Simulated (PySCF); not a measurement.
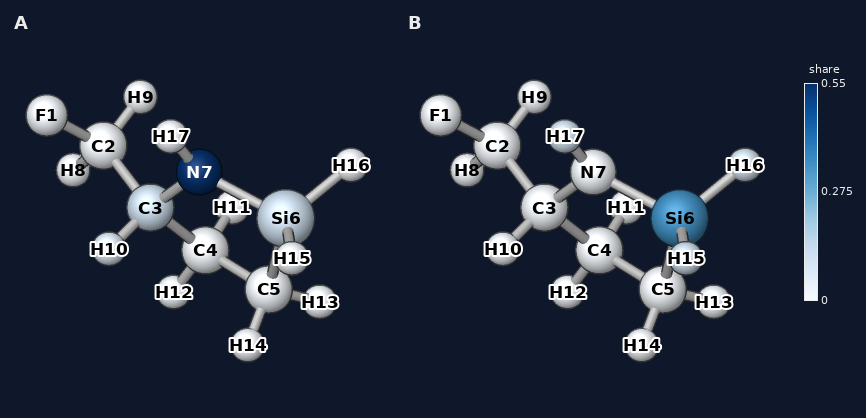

Each panel colours the atoms by their Löwdin share in one orbital (up to four of the largest shares; other atoms are shown as zero). Computed geometry: GFN2-xTB optimisation. No frequency run is at hand to confirm it as a minimum. Method: ωB97X-D/def2-SVPD (PySCF 2.14.0).

The panels show the HOMO, LUMO, in some order. Which is which?

A: HOMO, −8.65 eV; N7 0.55, C3 0.10, Si6 0.10, H10 0.05
B: LUMO, 2.15 eV; Si6 0.34, H15 0.10, H17 0.09, H16 0.08

The geometry is semi-empirical. Around Si such bond lengths and angles can be off by a tenth of an ångström or more and by several degrees, and values that hang on the shape move with them.
